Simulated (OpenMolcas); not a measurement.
## AlClO (charge +1): single-point calculation (part 2 of 3)

AlClO, charge +1, multiplicity 2; M06-2X/STO-3G, UKS (OpenMolcas 26.06). The run did not end well. The geometry is that of the parent species in another charge or spin state. The geometry comes from this level: GFN2-xTB. The run did not end well; see the last part.

Geometry of the input (Å):
```
O  0.1075  1.6943  0.2460
Al 0.0093  0.1472  0.0214
Cl -0.1168  -1.8415  -0.2673
```

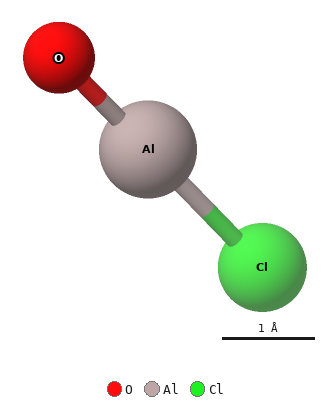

**Figure 1.** The structure as given in the input (ball-and-stick view, seen at an oblique angle). Sticks mark near contacts.

**The program's output, continued**
```
  14  -768.672336887 -1307.734285812   425.740784165  -6.10E-04*   2.02E-02*   5.83E-03*    1.04E-01   1.15E+02   c2DIIS       0.
  15  -768.672464860 -1307.754001860   425.760372239  -1.28E-04*   3.49E-02*   4.07E-03*    7.86E-02   1.15E+02   QNRc2DIIS    0.
  16  -768.672501096 -1307.737168307   425.743502450  -3.62E-05*   1.50E-02*   2.76E-03*    6.08E-02   1.15E+02   QNRc2DIIS    0.
  17  -768.672555993 -1307.743035163   425.749314410  -5.49E-05*   7.58E-03*   4.51E-04*    2.59E-02   1.15E+02   QNRc2DIIS    0.
  18  -768.672559207 -1307.745725982   425.752002014  -3.21E-06*   2.33E-03*   3.52E-04*    1.24E-02   1.15E+02   QNRc2DIIS    0.
  19  -768.672560034 -1307.744173995   425.750449200  -8.27E-07*   5.83E-04*   4.61E-05*    4.10E-03   1.15E+02   QNRc2DIIS    0.
  20  -768.672560055 -1307.744169361   425.750444546  -2.10E-08*   7.00E-05*   1.10E-05*    1.10E-03   1.15E+02   QNRc2DIIS    0.
  21  -768.672560056 -1307.744146687   425.750421871  -7.61E-10*   3.06E-05*   2.85E-06*    1.25E-04   1.15E+02   QNRc2DIIS    0.
  22  -768.672560056 -1307.744164606   425.750439790   1.47E-10*   4.82E-06    5.90E-06*    4.95E-05   1.15E+02   QNRc2DIIS    0.
  23  -768.672560056 -1307.744163847   425.750439031  -3.26E-11    3.80E-06    5.55E-06*    7.70E-06   1.15E+02   QNRc2DIIS    0.
  24  -768.672560056 -1307.744163071   425.750438255  -2.73E-11    2.51E-06    5.24E-06*    6.10E-06   1.15E+02   QNRc2DIIS    0.
  25  -768.672560056 -1307.744162930   425.750438114  -1.06E-11    1.36E-05*   5.13E-06*    3.67E-06   1.15E+02   QNRc2DIIS    0.
  26  -768.672560056 -1307.744159590   425.750434774  -9.73E-11    6.16E-06    3.77E-06*    2.33E-05   1.15E+02   QNRc2DIIS    0.
  27  -768.672560056 -1307.744161063   425.750436247   1.73E-11*   4.57E-06    4.15E-06*    8.71E-06   1.15E+02   QNRc2DIIS    0.
  28  -768.672560056 -1307.744160456   425.750435640  -2.21E-11    4.65E-06    3.88E-06*    6.73E-06   1.15E+02   QNRc2DIIS    0.
  29  -768.672560056 -1307.744159857   425.750435041  -2.11E-11    4.94E-06    3.62E-06*    6.77E-06   1.15E+02   QNRc2DIIS    0.
  30  -768.672560056 -1307.744159260   425.750434443  -2.05E-11    5.54E-06    3.37E-06*    7.10E-06   1.15E+02   QNRc2DIIS    0.
  31  -768.672560056 -1307.744158569   425.750433753  -2.26E-11    4.47E-06    3.08E-06*    7.96E-06   1.15E+02   QNRc2DIIS    0.
  32  -768.672560056 -1307.744158374   425.750433557  -1.18E-11    4.60E-06    2.98E-06*    5.95E-06   1.15E+02   QNRc2DIIS    0.
  33  -768.672560056 -1307.744157888   425.750433072  -1.58E-11    4.64E-06    2.79E-06*    6.38E-06   1.15E+02   QNRc2DIIS    0.
  34  -768.672560056 -1307.744157430   425.750432614  -1.55E-11    4.67E-06    2.61E-06*    6.39E-06   1.15E+02   QNRc2DIIS    0.
  35  -768.672560056 -1307.744157001   425.750432185  -1.41E-11    4.64E-06    2.45E-06*    6.38E-06   1.15E+02   QNRc2DIIS    0.
  36  -768.672560056 -1307.744156607   425.750431791  -1.34E-11    4.49E-06    2.30E-06*    6.30E-06   1.15E+02   QNRc2DIIS    0.
  37  -768.672560056 -1307.744156269   425.750431453  -1.27E-11    4.51E-06    2.17E-06*    6.04E-06   1.15E+02   QNRc2DIIS    0.
  38  -768.672560056 -1307.744155909   425.750431092  -1.18E-11    4.50E-06    2.03E-06*    6.08E-06   1.15E+02   QNRc2DIIS    0.
  39  -768.672560056 -1307.744155571   425.750430755  -1.21E-11    4.48E-06    1.91E-06*    6.05E-06   1.15E+02   QNRc2DIIS    0.
  40  -768.672560056 -1307.744155255   425.750430438  -1.15E-11    4.45E-06    1.79E-06*    6.00E-06   1.15E+02   QNRc2DIIS    0.
  41  -768.672560056 -1307.744154958   425.750430142  -1.05E-11    4.42E-06    1.68E-06*    5.95E-06   1.15E+02   QNRc2DIIS    0.
  42  -768.672560056 -1307.744154679   425.750429863  -1.08E-11    4.41E-06    1.58E-06*    5.89E-06   1.15E+02   QNRc2DIIS    0.
  43  -768.672560056 -1307.744154410   425.750429594  -1.00E-11    4.40E-06    1.48E-06*    5.87E-06   1.15E+02   QNRc2DIIS    0.
  44  -768.672560056 -1307.744154157   425.750429341  -9.89E-12    4.38E-06    1.39E-06*    5.84E-06   1.15E+02   QNRc2DIIS    0.
  45  -768.672560056 -1307.744153919   425.750429102  -9.44E-12    6.78E-06    1.30E-06*    5.81E-06   1.15E+02   QNRc2DIIS    0.
  46  -768.672560056 -1307.744155715   425.750430898  -1.43E-11    4.53E-06    1.30E-06*    1.08E-05   1.15E+02   QNRc2DIIS    0.
  47  -768.672560056 -1307.744154626   425.750429809  -1.00E-11    5.15E-06    1.30E-06*    6.32E-06   1.15E+02   QNRc2DIIS    0.
  48  -768.672560056 -1307.744152193   425.750427377  -9.66E-12    4.42E-06    1.30E-06*    7.46E-06   1.15E+02   QNRc2DIIS    0.
  49  -768.672560056 -1307.744151326   425.750426509  -8.64E-12    4.42E-06    1.30E-06*    5.95E-06   1.15E+02   QNRc2DIIS    0.
  50  -768.672560056 -1307.744150938   425.750426121  -7.16E-12    4.45E-06    1.30E-06*    6.14E-06   1.15E+02   QNRc2DIIS    0.
  51  -768.672560056 -1307.744149359   425.750424543  -7.84E-12    4.30E-06    1.30E-06*    6.59E-06   1.15E+02   QNRc2DIIS    0.
  52  -768.672560056 -1307.744149894   425.750425077  -7.96E-12    4.23E-06    1.30E-06*    5.68E-06   1.15E+02   QNRc2DIIS    0.
  53  -768.672560056 -1307.744150258   425.750425441  -8.07E-12    4.12E-06    1.30E-06*    5.55E-06   1.15E+02   QNRc2DIIS    0.
  54  -768.672560056 -1307.744150309   425.750425492  -7.28E-12    4.09E-06    1.30E-06*    5.39E-06   1.15E+02   QNRc2DIIS    0.
  55  -768.672560056 -1307.744150290   425.750425473  -7.50E-12    4.08E-06    1.30E-06*    5.34E-06   1.15E+02   QNRc2DIIS    0.
  56  -768.672560056 -1307.744150258   425.750425441  -7.84E-12    4.15E-06    1.30E-06*    5.34E-06   1.15E+02   QNRc2DIIS    0.
  57  -768.672560056 -1307.744150173   425.750425356  -7.16E-12    4.12E-06    1.30E-06*    5.42E-06   1.15E+02   QNRc2DIIS    0.
  58  -768.672560056 -1307.744150157   425.750425340  -7.50E-12    4.11E-06    1.30E-06*    5.38E-06   1.15E+02   QNRc2DIIS    0.
  59  -768.672560056 -1307.744150181   425.750425364  -7.73E-12    4.10E-06    1.30E-06*    5.35E-06   1.15E+02   QNRc2DIIS    0.
  60  -768.672560056 -1307.744150201   425.750425385  -7.05E-12    4.11E-06    1.31E-06*    5.35E-06   1.15E+02   QNRc2DIIS    0.
  61  -768.672560056 -1307.744150211   425.750425395  -7.84E-12    4.12E-06    1.31E-06*    5.35E-06   1.15E+02   QNRc2DIIS    0.
  62  -768.672560056 -1307.744150214   425.750425397  -7.39E-12    4.11E-06    1.31E-06*    5.36E-06   1.15E+02   QNRc2DIIS    0.
  63  -768.672560056 -1307.744150206   425.750425390  -7.50E-12    4.11E-06    1.31E-06*    5.35E-06   1.15E+02   QNRc2DIIS    0.
  64  -768.672560056 -1307.744150199   425.750425382  -7.50E-12    4.11E-06    1.31E-06*    5.35E-06   1.15E+02   QNRc2DIIS    0.
  65  -768.672560056 -1307.744150195   425.750425379  -7.05E-12    4.11E-06    1.31E-06*    5.35E-06   1.15E+02   QNRc2DIIS    0.
  66  -768.672560056 -1307.744150195   425.750425378  -7.73E-12    4.11E-06    1.31E-06*    5.35E-06   1.15E+02   QNRc2DIIS    0.
  67  -768.672560056 -1307.744150196   425.750425380  -7.73E-12    4.11E-06    1.31E-06*    5.35E-06   1.15E+02   QNRc2DIIS    0.
  68  -768.672560056 -1307.744150198   425.750425381  -7.39E-12    4.11E-06    1.31E-06*    5.35E-06   1.15E+02   QNRc2DIIS    0.
  69  -768.672560056 -1307.744150198   425.750425381  -7.39E-12    4.11E-06    1.31E-06*    5.35E-06   1.15E+02   QNRc2DIIS    0.
  70  -768.672560056 -1307.744150198   425.750425381  -7.96E-12    4.11E-06    1.31E-06*    5.35E-06   1.15E+02   QNRc2DIIS    0.
  71  -768.672560056 -1307.744150197   425.750425380  -6.82E-12    4.11E-06    1.31E-06*    5.35E-06   1.15E+02   QNRc2DIIS    0.
  72  -768.672560056 -1307.744150196   425.750425380  -7.73E-12    4.11E-06    1.31E-06*    5.35E-06   1.15E+02   QNRc2DIIS    0.
  73  -768.672560056 -1307.744150196   425.750425379  -7.84E-12    4.11E-06    1.31E-06*    5.35E-06   1.15E+02   QNRc2DIIS    0.
  74  -768.672560056 -1307.744150196   425.750425379  -7.28E-12    4.11E-06    1.31E-06*    5.35E-06   1.15E+02   QNRc2DIIS    0.
  75  -768.672560056 -1307.744150196   425.750425379  -7.39E-12    4.11E-06    1.31E-06*    5.35E-06   1.15E+02   QNRc2DIIS    0.
  76  -768.672560056 -1307.744150196   425.750425379  -7.50E-12    4.11E-06    1.31E-06*    5.35E-06   1.15E+02   QNRc2DIIS    0.
  77  -768.672560056 -1307.744150196   425.750425379  -7.50E-12    4.11E-06    1.31E-06*    5.35E-06   1.15E+02   QNRc2DIIS    0.
  78  -768.672560057 -1307.744150196   425.750425379  -7.62E-12    4.11E-06    1.31E-06*    5.35E-06   1.15E+02   QNRc2DIIS    0.
  79  -768.672560057 -1307.744150196   425.750425379  -7.28E-12    4.11E-06    1.31E-06*    5.35E-06   1.15E+02   QNRc2DIIS    0.
  80  -768.672560057 -1307.744150196   425.750425379  -7.96E-12    4.11E-06    1.31E-06*    5.35E-06   1.15E+02   QNRc2DIIS    0.
  81  -768.672560057 -1307.744150196   425.750425379  -7.16E-12    4.11E-06    1.31E-06*    5.35E-06   1.15E+02   QNRc2DIIS    0.
  82  -768.672560057 -1307.744150196   425.750425379  -7.62E-12    4.11E-06    1.31E-06*    5.35E-06   1.15E+02   QNRc2DIIS    0.
  83  -768.672560057 -1307.744150196   425.750425379  -7.62E-12    4.11E-06    1.31E-06*    5.35E-06   1.15E+02   QNRc2DIIS    0.
  84  -768.672560057 -1307.744150196   425.750425379  -7.39E-12    4.11E-06    1.31E-06*    5.35E-06   1.15E+02   QNRc2DIIS    0.
  85  -768.672560057 -1307.744150196   425.750425379  -7.28E-12    4.11E-06    1.31E-06*    5.35E-06   1.15E+02   QNRc2DIIS    0.
  86  -768.672560057 -1307.744150196   425.750425379  -7.73E-12    4.11E-06    1.31E-06*    5.35E-06   1.15E+02   QNRc2DIIS    0.
  87  -768.672560057 -1307.744150196   425.750425379  -7.73E-12    4.11E-06    1.31E-06*    5.35E-06   1.15E+02   QNRc2DIIS    0.
  88  -768.672560057 -1307.744150195   425.750425379  -7.39E-12    4.11E-06    1.31E-06*    5.35E-06   1.15E+02   QNRc2DIIS    0.
  89  -768.672560057 -1307.744150195   425.750425379  -7.50E-12    4.11E-06    1.31E-06*    5.35E-06   1.15E+02   QNRc2DIIS    0.
  90  -768.672560057 -1307.744150195   425.750425378  -7.39E-12    4.11E-06    1.31E-06*    5.35E-06   1.15E+02   QNRc2DIIS    0.
  91  -768.672560057 -1307.744150195   425.750425378  -7.50E-12    4.11E-06    1.31E-06*    5.35E-06   1.15E+02   QNRc2DIIS    0.
  92  -768.672560057 -1307.744150195   425.750425378  -7.39E-12    4.11E-06    1.31E-06*    5.35E-06   1.15E+02   QNRc2DIIS    0.
  93  -768.672560057 -1307.744150195   425.750425378  -7.84E-12    1.68E-01*   1.31E-06*    5.35E-06   1.15E+02   QNRc2DIIS    0.
  94  -768.672559826 -1307.744139920   425.750415333   2.30E-07*   2.44E-05*   1.04E-04*    2.15E-01   1.15E+02   QNRc2DIIS    0.
  95  -768.672559826 -1307.744139446   425.750414860  -8.15E-11    2.24E-04*   1.04E-04*    3.07E-05   1.15E+02   QNRc2DIIS    0.
  96  -768.672559826 -1307.744139360   425.750414773   1.19E-10*   1.81E-04*   1.04E-04*    2.81E-04   1.15E+02   QNRc2DIIS    0.
  97  -768.672559827 -1307.744138930   425.750414344  -3.47E-10*   5.85E-04*   1.04E-04*    2.28E-04   1.15E+02   QNRc2DIIS    0.
  98  -768.672559887 -1307.744143426   425.750418779  -6.09E-08*   3.26E-04*   4.12E-05*    9.54E-04   1.15E+02   QNRc2DIIS    0.
  99  -768.672559895 -1307.744154245   425.750429590  -7.84E-09*   5.02E-05*   1.09E-05*    5.28E-04   1.15E+02   QNRc2DIIS    0.
 100  -768.672559896 -1307.744150809   425.750426153  -6.26E-10*   2.02E-05*   1.88E-06*    8.64E-05   1.15E+02   QNRc2DIIS    0.
 101  -768.672559896 -1307.744151254   425.750426598  -3.18E-11    7.86E-06    3.18E-07*    3.15E-05   1.15E+02   QNRc2DIIS    0.
 102  -768.672559896 -1307.744151285   425.750426628  -3.98E-12    2.84E-06    2.85E-07*    1.02E-05   1.15E+02   QNRc2DIIS    0.
 103  -768.672559896 -1307.744151280   425.750426624  -2.27E-13    1.10E-06    2.88E-07*    4.34E-06   1.15E+02   QNRc2DIIS    0.
 104  -768.672559896 -1307.744151261   425.750426604  -5.68E-13    8.50E-07    2.88E-07*    1.49E-06   1.15E+02   QNRc2DIIS    0.
 105  -768.672559896 -1307.744151253   425.750426596  -2.27E-13    1.07E-06    2.88E-07*    1.14E-06   1.15E+02   QNRc2DIIS    0.
 106  -768.672559896 -1307.744151231   425.750426575   1.14E-13*   2.03E-06    2.85E-07*    1.67E-06   1.15E+02   QNRc2DIIS    0.
 107  -768.672559896 -1307.744151219   425.750426563  -1.14E-12    6.53E-07    2.86E-07*    2.66E-06   1.15E+02   QNRc2DIIS    0.
 108  -768.672559896 -1307.744151219   425.750426563  -2.27E-13    9.05E-07    2.86E-07*    9.32E-07   1.15E+02   QNRc2DIIS    0.
 109  -768.672559896 -1307.744151221   425.750426565   0.00E+00    8.75E-07    2.86E-07*    1.15E-06   1.15E+02   QNRc2DIIS    0.
 110  -768.672559896 -1307.744151221   425.750426564  -7.96E-13    8.85E-07    2.86E-07*    1.11E-06   1.15E+02   QNRc2DIIS    0.
 111  -768.672559896 -1307.744151220   425.750426563  -4.55E-13    1.05E-06    2.86E-07*    1.12E-06   1.15E+02   QNRc2DIIS    0.
 112  -768.672559896 -1307.744151219   425.750426563   0.00E+00    8.53E-07    2.86E-07*    1.33E-06   1.15E+02   QNRc2DIIS    0.
 113  -768.672559896 -1307.744151218   425.750426561  -3.41E-13    9.09E-07    2.86E-07*    1.08E-06   1.15E+02   QNRc2DIIS    0.
 114  -768.672559896 -1307.744151217   425.750426560  -3.41E-13    9.11E-07    2.86E-07*    1.15E-06   1.15E+02   QNRc2DIIS    0.
 115  -768.672559896 -1307.744151216   425.750426560  -4.55E-13    9.19E-07    2.86E-07*    1.15E-06   1.15E+02   QNRc2DIIS    0.
 116  -768.672559896 -1307.744151216   425.750426560  -4.55E-13    9.26E-07    2.86E-07*    1.16E-06   1.15E+02   QNRc2DIIS    0.
 117  -768.672559896 -1307.744151216   425.750426560  -4.55E-13    9.03E-07    2.86E-07*    1.17E-06   1.15E+02   QNRc2DIIS    0.
 118  -768.672559896 -1307.744151216   425.750426560  -3.41E-13    9.13E-07    2.86E-07*    1.14E-06   1.15E+02   QNRc2DIIS    0.
 119  -768.672559896 -1307.744151216   425.750426560  -4.55E-13    9.14E-07    2.86E-07*    1.15E-06   1.15E+02   QNRc2DIIS    0.
 120  -768.672559896 -1307.744151216   425.750426560  -3.41E-13    9.14E-07    2.86E-07*    1.15E-06   1.15E+02   QNRc2DIIS    0.
 121  -768.672559896 -1307.744151216   425.750426560   0.00E+00    9.14E-07    2.87E-07*    1.15E-06   1.15E+02   QNRc2DIIS    0.
 122  -768.672559896 -1307.744151216   425.750426560  -7.96E-13    9.11E-07    2.87E-07*    1.15E-06   1.15E+02   QNRc2DIIS    0.
 123  -768.672559896 -1307.744151216   425.750426560  -1.14E-13    9.13E-07    2.87E-07*    1.15E-06   1.15E+02   QNRc2DIIS    0.
 124  -768.672559896 -1307.744151216   425.750426560  -5.68E-13    9.13E-07    2.87E-07*    1.15E-06   1.15E+02   QNRc2DIIS    0.
 125  -768.672559896 -1307.744151216   425.750426560  -2.27E-13    9.13E-07    2.87E-07*    1.15E-06   1.15E+02   QNRc2DIIS    0.
 126  -768.672559896 -1307.744151216   425.750426560  -3.41E-13    9.13E-07    2.87E-07*    1.15E-06   1.15E+02   QNRc2DIIS    0.
 127  -768.672559896 -1307.744151216   425.750426560  -2.27E-13    9.13E-07    2.87E-07*    1.15E-06   1.15E+02   QNRc2DIIS    0.
 128  -768.672559896 -1307.744151216   425.750426560  -5.68E-13    9.04E-07    2.87E-07*    1.15E-06   1.15E+02   QNRc2DIIS    0.
 129  -768.672559896 -1307.744151217   425.750426560  -5.68E-13    9.03E-07    2.87E-07*    1.14E-06   1.15E+02   QNRc2DIIS    0.
 130  -768.672559896 -1307.744151228   425.750426572  -2.27E-13    9.06E-07    2.87E-07*    1.16E-06   1.15E+02   QNRc2DIIS    0.
 131  -768.672559896 -1307.744151225   425.750426569  -2.27E-13    9.06E-07    2.87E-07*    1.14E-06   1.15E+02   QNRc2DIIS    0.
 132  -768.672559896 -1307.744151223   425.750426567  -4.55E-13    9.04E-07    2.87E-07*    1.14E-06   1.15E+02   QNRc2DIIS    0.
 133  -768.672559896 -1307.744151221   425.750426565  -2.27E-13    9.01E-07    2.87E-07*    1.14E-06   1.15E+02   QNRc2DIIS    0.
 134  -768.672559896 -1307.744151220   425.750426564  -6.82E-13    9.00E-07    2.87E-07*    1.13E-06   1.15E+02   QNRc2DIIS    0.
 135  -768.672559896 -1307.744151219   425.750426563  -3.41E-13    9.04E-07    2.87E-07*    1.13E-06   1.15E+02   QNRc2DIIS    0.
 136  -768.672559896 -1307.744151221   425.750426564  -1.14E-13    9.03E-07    2.87E-07*    1.14E-06   1.15E+02   QNRc2DIIS    0.
 137  -768.672559896 -1307.744151221   425.750426565  -2.27E-13    9.02E-07    2.87E-07*    1.14E-06   1.15E+02   QNRc2DIIS    0.
 138  -768.672559896 -1307.744151221   425.750426565  -2.27E-13    9.02E-07    2.87E-07*    1.14E-06   1.15E+02   QNRc2DIIS    0.
 139  -768.672559896 -1307.744151221   425.750426565  -9.09E-13    9.02E-07    2.87E-07*    1.14E-06   1.15E+02   QNRc2DIIS    0.
 140  -768.672559896 -1307.744151221   425.750426565  -4.55E-13    9.02E-07    2.87E-07*    1.14E-06   1.15E+02   QNRc2DIIS    0.
 141  -768.672559896 -1307.744151221   425.750426564  -1.14E-13    9.02E-07    2.87E-07*    1.14E-06   1.15E+02   QNRc2DIIS    0.
 142  -768.672559896 -1307.744151221   425.750426564  -2.27E-13    9.02E-07    2.87E-07*    1.14E-06   1.15E+02   QNRc2DIIS    0.
 143  -768.672559896 -1307.744151221   425.750426564  -5.68E-13    9.02E-07    2.87E-07*    1.14E-06   1.15E+02   QNRc2DIIS    0.
 144  -768.672559896 -1307.744151221   425.750426564  -1.14E-13    9.02E-07    2.87E-07*    1.14E-06   1.15E+02   QNRc2DIIS    0.
 145  -768.672559896 -1307.744151221   425.750426565  -4.55E-13    9.02E-07    2.87E-07*    1.14E-06   1.15E+02   QNRc2DIIS    0.
 146  -768.672559896 -1307.744151221   425.750426565  -2.27E-13    9.02E-07    2.87E-07*    1.14E-06   1.15E+02   QNRc2DIIS    0.
 147  -768.672559896 -1307.744151221   425.750426564  -4.55E-13    9.02E-07    2.87E-07*    1.14E-06   1.15E+02   QNRc2DIIS    0.
 148  -768.672559896 -1307.744151221   425.750426564  -3.41E-13    9.02E-07    2.87E-07*    1.14E-06   1.15E+02   QNRc2DIIS    0.
```
